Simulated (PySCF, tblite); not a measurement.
# C₂H₄Si: bond homolysis, part 2 of 2

tblite 0.8.0 and PySCF 2.14.0. Atoms count from 0. The steps go on from the part before.

## (11) Single point (C2H3Si radical, [C]#C[SiH3]): M06-2X/def2-TZVP

Geometry: PBE0-D3(BJ)/def2-SVP.

Job settings and geometry (Å):

```
{"job": {"kind": "sp", "xc": "M06-2X", "basis": "def2-TZVP", "grid": 3}, "charge": 0, "multiplicity": 2}
C      1.968772    -0.133944    -0.085998
C      0.754374    -0.059201     0.035246
Si    -1.069107     0.067884     0.224641
H     -1.655646     0.593105    -1.041009
H     -1.619375    -1.286883     0.514706
H     -1.381144     0.993222     1.350709
```

What it wrote:

```text
coarse grid: 24192 points
cycle   1  E = -367.2658999415  dE =  1.395e-01  |g| = 2.140e-01  |ddm| = 1.395e+00
cycle   2  E = -367.2744266574  dE = -8.527e-03  |g| = 2.200e-01  |ddm| = 4.978e-01
cycle   3  E = -367.2955450506  dE = -2.112e-02  |g| = 8.925e-02  |ddm| = 1.639e-01
cycle   4  E = -367.3004854216  dE = -4.940e-03  |g| = 2.445e-02  |ddm| = 2.201e-01
cycle   5  E = -367.3012737420  dE = -7.883e-04  |g| = 1.101e-02  |ddm| = 1.462e-01
cycle   6  E = -367.3014510385  dE = -1.773e-04  |g| = 5.734e-03  |ddm| = 5.022e-02
cycle   7  E = -367.3015617364  dE = -1.107e-04  |g| = 3.119e-03  |ddm| = 1.672e-02
cycle   8  E = -367.3016131012  dE = -5.136e-05  |g| = 1.608e-03  |ddm| = 3.939e-02
cycle   9  E = -367.3016189821  dE = -5.881e-06  |g| = 5.506e-04  |ddm| = 2.366e-02
final grid: 76840 points
cycle  10  E = -367.3015739298  dE = -7.356e-06  |g| = 1.231e-03  |ddm| = 1.312e-02
cycle  11  E = -367.3015747111  dE = -7.813e-07  |g| = 1.077e-03  |ddm| = 8.626e-03
cycle  12  E = -367.3015754340  dE = -7.229e-07  |g| = 5.897e-04  |ddm| = 1.813e-03
cycle  13  E = -367.3015759167  dE = -4.827e-07  |g| = 3.030e-04  |ddm| = 1.783e-03
cycle  14  E = -367.3015767126  dE = -7.958e-07  |g| = 2.359e-04  |ddm| = 2.262e-03
cycle  15  E = -367.3015774293  dE = -7.167e-07  |g| = 1.502e-04  |ddm| = 2.715e-03
cycle  16  E = -367.3015779055  dE = -4.762e-07  |g| = 4.973e-05  |ddm| = 3.563e-03
cycle  17  E = -367.3015779235  dE = -1.799e-08  |g| = 2.609e-05  |ddm| = 5.107e-04
cycle  18  E = -367.3015779279  dE = -4.413e-09  |g| = 1.480e-05  |ddm| = 2.080e-04
converged SCF energy = -367.3015779279
```

Wall time 14 s (1 thread of Arm Neoverse V1, shared host); peak memory 0.51 GiB.

## (12) Relaxing the molecule with GFN2-xTB

This step treats C2H3Si radical, labelled `C#C[SiH2]` (the label fixes atoms and charge, not where charge and spin sit).

Job settings and geometry (Å):

```
{"job": {"kind": "relax", "xc": "GFN2-xTB", "basis": "xTB"}, "charge": 0, "multiplicity": 2}
C      1.981000    -0.110500    -0.088300
C      0.745600    -0.031500     0.020300
Si    -1.047500     0.051700     0.235800
H      3.030800    -0.146300    -0.215100
H     -1.613200    -1.302900     0.532300
H     -1.409400     0.976400     1.350800
```

What it wrote:

```text
step      E/eV     max force
  0    -201.13106    3.679
  1    -200.96187    8.743
  2    -201.22007    0.621
  3    -201.23020    0.510
  4    -201.24540    0.354
  5    -201.24921    0.271
  6    -201.25634    0.273
  7    -201.26238    0.441
  8    -201.26915    0.400
  9    -201.27177    0.190
 10    -201.27301    0.115
 11    -201.27410    0.161
 12    -201.27653    0.286
 13    -201.27979    0.344
 14    -201.28307    0.253
 15    -201.28473    0.069
 16    -201.28488    0.022
 17    -201.28491    0.021
 18    -201.28501    0.026
 19    -201.28509    0.029
 20    -201.28514    0.021
 21    -201.28515    0.011
 22    -201.28515    0.008
```

Wall time 0.06 s (1 thread of Arm Neoverse V1, shared host).

Relaxation path: (the energy doesn't fall at every step)

```
step  energy from step 0 (eV)  largest force (eV/Å)
   0                   0.0000                3.6789
   1                   0.1692                8.7433
   2                  -0.0890                0.6206
   3                  -0.0991                0.5100
   4                  -0.1143                0.3541
   5                  -0.1182                0.2709
   6                  -0.1253                0.2726
   7                  -0.1313                0.4412
   8                  -0.1381                0.4003
   9                  -0.1407                0.1897
  10                  -0.1420                0.1146
  11                  -0.1430                0.1606
  12                  -0.1455                0.2863
  13                  -0.1487                0.3438
  14                  -0.1520                0.2528
  15                  -0.1537                0.0692
  16                  -0.1538                0.0223
  17                  -0.1539                0.0211
  18                  -0.1540                0.0257
  19                  -0.1540                0.0290
  20                  -0.1541                0.0209
  21                  -0.1541                0.0112
  22                  -0.1541                0.0076
```

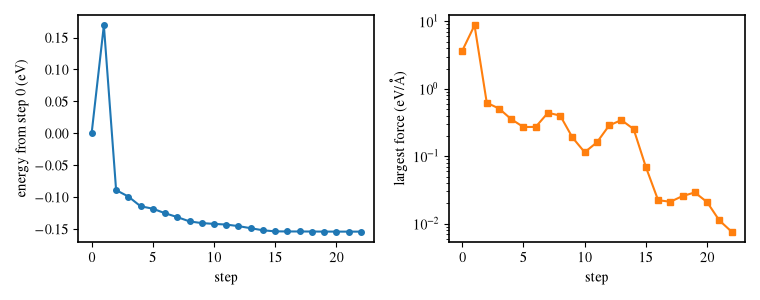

Energy and largest force along the relaxation.

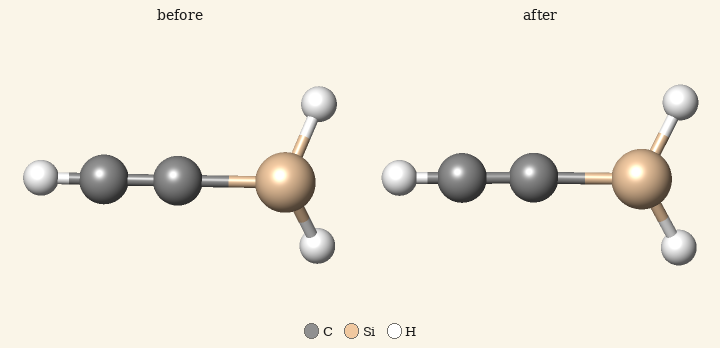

The geometry before (left) and after (right).

Distances of close pairs at the start and the end, largest changes first:

```
  bond  before (Å)  after (Å)  change (Å)
Si2–H4       1.498      1.451      -0.047
Si2–H5       1.493      1.451      -0.042
 C0–C1       1.243      1.210      -0.033
 C0–H3       1.058      1.051      -0.007
C1–Si2       1.808      1.814      +0.006
```

The final coordinates are the input of the step that follows.

## (13) Vibrational analysis with GFN2-xTB

Job settings and geometry (Å):

```
{"job": {"kind": "ir", "xc": "GFN2-xTB", "basis": "xTB"}, "charge": 0, "multiplicity": 2}
C      1.988700    -0.095448    -0.108265
C      0.809033    -0.089188     0.159828
Si    -0.987804    -0.013078     0.395368
H      3.021213    -0.118695    -0.305532
H     -1.675956    -1.289847     0.427951
H     -1.467980     1.043068     1.266442
```

What it wrote:

```text
mode    cm-1     km/mol
  1     206.5      3.25
  2     232.6      1.78
  3     340.8     14.70
  4     483.4     80.97
  5     574.1     26.28
  6     677.5     41.73
  7     717.8     31.47
  8     762.2    180.08
  9    2120.3     38.65
 10    2361.9    121.71
 11    2368.1    540.39
 12    3357.4      4.08
ZPE 84.950  H(298)-E 100.546  G(298)-E 15.046 kJ/mol  S 286.77 J/(mol K)
```

Wall time 0.1 s (1 thread of Arm Neoverse V1, shared host).

The strongest bands and the atoms that carry them (share of the mass-weighted mode):

```
cm⁻¹  km/mol                                atoms
 483    81.0            H5 39 %, H4 39 %, C1 13 %
 574    26.3                     H3 86 %, C0 13 %
 678    41.7                     H3 82 %, C0 15 %
 718    31.5  H4 26 %, H5 26 %, C0 19 %, Si2 14 %
 762   180.1  Si2 32 %, H4 23 %, H5 23 %, C0 12 %
2120    38.6                     C1 57 %, C0 35 %
2362   121.7                     H5 50 %, H4 48 %
2368   540.4                     H4 48 %, H5 47 %
```

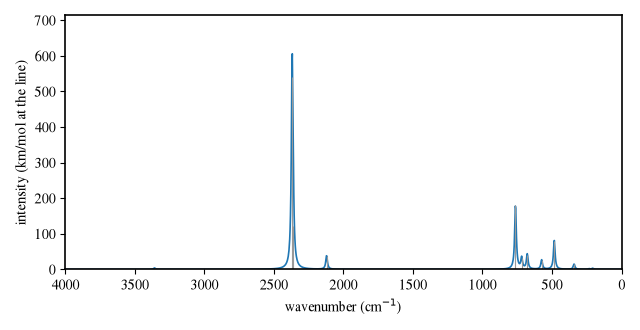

The infrared spectrum from these modes, unscaled. Lines are broadened to a width of 14 cm⁻¹ (Lorentzian).

## (14) Optimising the geometry at PBE0-D3(BJ)/def2-SVP

This step treats C2H3Si radical, labelled `C#C[SiH2]` (the label fixes atoms and charge, not where charge and spin sit).

Settings changed since step 13:

```diff
@@ -1,2 +1,2 @@
-{"job": {"kind": "ir", "xc": "GFN2-xTB", "basis": "xTB"}, "charge": 0, "multiplicity": 2}
+{"job": {"xc": "PBE0", "basis": "def2-SVP", "d3": "d3bj", "grid": 1, "kind": "geom"}, "charge": 0, "multiplicity": 2}
 C      1.988700    -0.095448    -0.108265
```

What it wrote:

```text
step   0  E = -367.01626922  max force = 0.028699
step   1  E = -367.01957170  max force = 0.004079
step   2  E = -367.01982816  max force = 0.002324
step   3  E = -367.01991085  max force = 0.000963
step   4  E = -367.01991554  max force = 0.000134
optimisation converged
```

Wall time 7 s (1 thread of Arm Neoverse V1, shared host).

Step by step:

```
step  energy from step 0 (eV)  largest force component (eV/Å)
   0                   0.0000                          1.4758
   1                  -0.0899                          0.2098
   2                  -0.0968                          0.1195
   3                  -0.0991                          0.0495
   4                  -0.0992                          0.0069
```

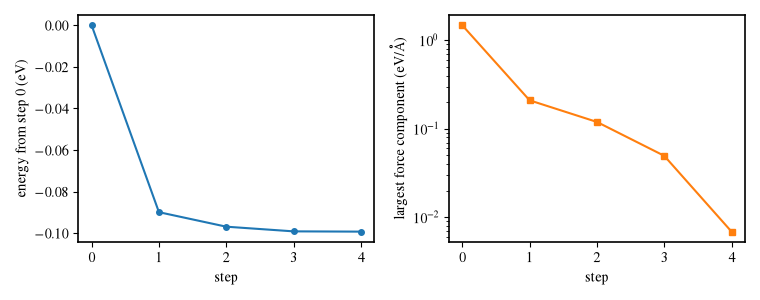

Energy and largest force along the relaxation.

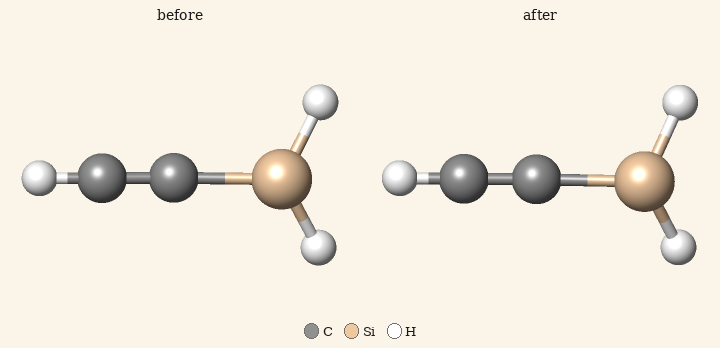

The geometry before (left) and after (right).

Distances of close pairs at the start and the end, largest changes first:

```
  bond  before (Å)  after (Å)  change (Å)
Si2–H4       1.451      1.492      +0.041
Si2–H5       1.451      1.491      +0.041
 C0–H3       1.051      1.076      +0.024
 C0–C1       1.210      1.221      +0.011
C1–Si2       1.814      1.813      -0.001
```

The next job starts from the end point, and lists it.

```
                         at the end point                value
  point group (found at 0.08 Å tolerance)                   Cs
rotational constants (GHz, main isotopes)  133.9, 5.045, 4.926
                        dipole moment (D)                 0.47
                                     ⟨S²⟩                0.758
```

## (15) Harmonic vibrations (C2H3Si radical, C#C[SiH2]): PBE0-D3(BJ)/def2-SVP

Job settings and geometry (Å):

```
{"job": {"xc": "PBE0", "basis": "def2-SVP", "d3": "d3bj", "grid": 2, "kind": "hessian"}, "charge": 0, "multiplicity": 2}
C      1.981197    -0.110487    -0.077415
C      0.775888    -0.072244     0.115108
Si    -1.027691     0.040444     0.261612
H      3.044532    -0.148653    -0.235646
H     -1.649783    -1.299020     0.470072
H     -1.438568     1.024877     1.304011
```

What it wrote:

```text
coarse grid: 5656 points
cycle   1  E = -366.9378906272  dE =  1.206e-01  |g| = 2.249e-01  |ddm| = 1.851e+00
cycle   2  E = -366.9309364869  dE =  6.954e-03  |g| = 2.489e-01  |ddm| = 5.670e-01
cycle   3  E = -366.9698240062  dE = -3.889e-02  |g| = 3.827e-02  |ddm| = 2.897e-01
cycle   4  E = -366.9699408323  dE = -1.168e-04  |g| = 3.798e-02  |ddm| = 5.517e-02
cycle   5  E = -366.9707706187  dE = -8.298e-04  |g| = 4.050e-03  |ddm| = 3.668e-02
cycle   6  E = -366.9707940396  dE = -2.342e-05  |g| = 1.226e-03  |ddm| = 9.187e-03
cycle   7  E = -366.9707982665  dE = -4.227e-06  |g| = 6.172e-04  |ddm| = 3.751e-03
final grid: 50464 points
cycle   8  E = -367.0199093003  dE = -7.604e-06  |g| = 1.928e-03  |ddm| = 9.458e-03
cycle   9  E = -367.0199091437  dE =  1.566e-07  |g| = 2.181e-03  |ddm| = 4.692e-03
cycle  10  E = -367.0199121859  dE = -3.042e-06  |g| = 6.176e-04  |ddm| = 2.543e-03
cycle  11  E = -367.0199124404  dE = -2.545e-07  |g| = 2.460e-04  |ddm| = 5.967e-04
cycle  12  E = -367.0199126559  dE = -2.155e-07  |g| = 1.185e-04  |ddm| = 8.460e-04
cycle  13  E = -367.0199127506  dE = -9.474e-08  |g| = 2.476e-05  |ddm| = 9.633e-04
cycle  14  E = -367.0199127521  dE = -1.489e-09  |g| = 5.022e-06  |ddm| = 1.164e-04
cycle  15  E = -367.0199127521  dE = -4.172e-11  |g| = 1.222e-06  |ddm| = 1.850e-05
converged SCF energy = -367.0199127521

mode    cm-1
  1     237.7
  2     267.6
  3     614.8
  4     660.0
  5     679.7
  6     701.1
  7     746.5
  8     914.8
  9    2114.6
 10    2227.0
 11    2251.0
 12    3472.5
ZPE 89.045  H(298)-E 103.237  G(298)-E 20.049 kJ/mol  S 279.01 J/(mol K)
```

Wall time 41 s (1 thread of Arm Neoverse V1, shared host); peak memory 0.89 GiB.

Zero-point energy 89.05 kJ/mol (xTB gave 84.95).

## (16) Single point (C₂H₃Si radical, C#C[SiH2]): M06-2X/def2-TZVP

Geometry: PBE0-D3(BJ)/def2-SVP.

Job settings and geometry (Å):

```
{"job": {"kind": "sp", "xc": "M06-2X", "basis": "def2-TZVP", "grid": 3}, "charge": 0, "multiplicity": 2}
C      1.981197    -0.110487    -0.077415
C      0.775888    -0.072244     0.115108
Si    -1.027691     0.040444     0.261612
H      3.044532    -0.148653    -0.235646
H     -1.649783    -1.299020     0.470072
H     -1.438568     1.024877     1.304011
```

What it wrote:

```text
coarse grid: 24192 points
cycle   1  E = -367.3395792935  dE =  1.735e-01  |g| = 2.199e-01  |ddm| = 1.560e+00
cycle   2  E = -367.3519833242  dE = -1.240e-02  |g| = 1.810e-01  |ddm| = 6.910e-01
cycle   3  E = -367.3693838724  dE = -1.740e-02  |g| = 4.444e-02  |ddm| = 1.748e-01
cycle   4  E = -367.3701490361  dE = -7.652e-04  |g| = 3.257e-02  |ddm| = 6.872e-02
cycle   5  E = -367.3707679024  dE = -6.189e-04  |g| = 5.356e-03  |ddm| = 4.219e-02
cycle   6  E = -367.3708104598  dE = -4.256e-05  |g| = 1.632e-03  |ddm| = 1.639e-02
cycle   7  E = -367.3708156275  dE = -5.168e-06  |g| = 4.963e-04  |ddm| = 6.887e-03
final grid: 76840 points
cycle   8  E = -367.3707542439  dE = -5.860e-06  |g| = 1.059e-03  |ddm| = 1.253e-02
cycle   9  E = -367.3707543741  dE = -1.302e-07  |g| = 8.307e-04  |ddm| = 2.548e-03
cycle  10  E = -367.3707545927  dE = -2.186e-07  |g| = 4.527e-04  |ddm| = 7.898e-04
cycle  11  E = -367.3707546997  dE = -1.069e-07  |g| = 6.576e-05  |ddm| = 2.816e-04
cycle  12  E = -367.3707547084  dE = -8.711e-09  |g| = 1.707e-05  |ddm| = 2.416e-04
converged SCF energy = -367.3707547084
```

Run time: 9.4 s. Hardware: 1 thread of Arm Neoverse V1, shared host; peak memory 0.5 GiB.

## (17) Bond homolysis: M06-2X/def2-TZVP

This step combines the energies above: geometries from PBE0-D3(BJ)/def2-SVP, zero-point and thermal terms from PBE0-D3(BJ)/def2-SVP.

Job settings and geometry (Å):

```
{"job": {"kind": "bd", "cap": 8, "geom": {"xc": "PBE0", "basis": "def2-SVP", "d3": "d3bj", "grid": 1}, "hess": 1, "level": {"xc": "M06-2X", "basis": "def2-TZVP", "grid": 3}}, "charge": 0, "multiplicity": 1}
C      1.964733    -0.104413    -0.082987
C      0.756322    -0.040172     0.043298
Si    -1.064974     0.059310     0.232640
H      3.033323    -0.160945    -0.194497
H     -1.668501     0.580176    -1.028227
H     -1.609997    -1.299058     0.520918
H     -1.398446     0.978109     1.359570
```

Output (the driver's rows laid out field by field):

```text
homolysis bond by bond, M06-2X/def2-TZVP // PBE0-D3(BJ)/def2-SVP

row 1
  atoms                   1 2
  elements                C Si
  length                  1.8338
  fragments               formula C2H, charge 0, multiplicity 2, smiles [C]#C, kept yes, pieces 1, point_group Cinfv, largest_spin C 1.187; formula H3Si, charge 0, multiplicity 2, smiles [SiH3], kept yes, pieces 1, point_group C3v, largest_spin Si 1.014
  electronic              534.71
  zero_kelvin             515.4
  enthalpy                521.13
  free_energy             473.88

row 2
  atoms                   0 3
  elements                C H
  length                  1.0759
  fragments               formula C2H3Si, charge 0, multiplicity 2, smiles [C]#C[SiH3], kept yes, pieces 1, point_group C3v, largest_spin C 1.175; formula H, charge 0, multiplicity 2, smiles [H], kept yes, pieces 1
  electronic              568.23
  zero_kelvin             537.88
  enthalpy                543.93
  free_energy             508.1

row 3
  atoms                   2 4
  elements                Si H
  length                  1.4918
  fragments               formula C2H3Si, charge 0, multiplicity 2, smiles C#C[SiH2], kept yes, pieces 1, point_group Cs, largest_spin Si 0.934; formula H, charge 0, multiplicity 2, smiles [H], kept yes, pieces 1
  electronic              386.6
  zero_kelvin             360.93
  enthalpy                366.91
  free_energy             329.35
```

Run time: 3.2 min. Hardware: 1 thread of Arm Neoverse V1, shared host; peak memory 0.5 GiB.

Some single points behind these values are not shown above.

Dissociation energies (kJ/mol, gas phase, 298 K for the thermal columns):

```
  bond          fragments  electronic  enthalpy  free energy
C1–Si2     [C]#C + [SiH3]       534.7     521.1        473.9
 C0–H3  [C]#C[SiH3] + [H]       568.2     543.9        508.1
Si2–H4    C#C[SiH2] + [H]       386.6     366.9        329.4
```

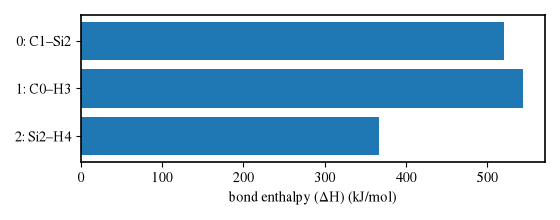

Dissociation energies, as enthalpies.

## (18) Summary of results

This closing draws on all 2 parts.

```
                                     quantity                  value
    strongest single infrared mode (GFN2-xTB)   794 cm⁻¹, 488 km/mol
                 zero-point energy (GFN2-xTB)          26.0 kcal/mol
                                  point group                    C3v
         rotational constants (main isotopes)  84.51, 4.77, 4.77 GHz
bond enthalpy (ΔH), C1–Si2 (M06-2X/def2-TZVP)           521.1 kJ/mol
 bond enthalpy (ΔH), C0–H3 (M06-2X/def2-TZVP)           543.9 kJ/mol
bond enthalpy (ΔH), Si2–H4 (M06-2X/def2-TZVP)           366.9 kJ/mol
```

**Reading.** No mode is imaginary among the 15: a minimum at this level. The strongest single mode, at 794 cm⁻¹, moves mainly H4, H5 and H6. Unscaled tight-binding wavenumbers are off by several per cent, some by more. Its intensities can rank the bands wrongly. Over 2 steps the energy fell by 0.048 eV; of the close pairs, Si2–H6 changed most, 1.465 to 1.492 Å (PBE0/def2-SVP). At M06-2X/def2-TZVP the bond enthalpy (ΔH) runs from 366.9 kJ/mol (Si2–H4) to 543.9 kJ/mol (C0–H3).
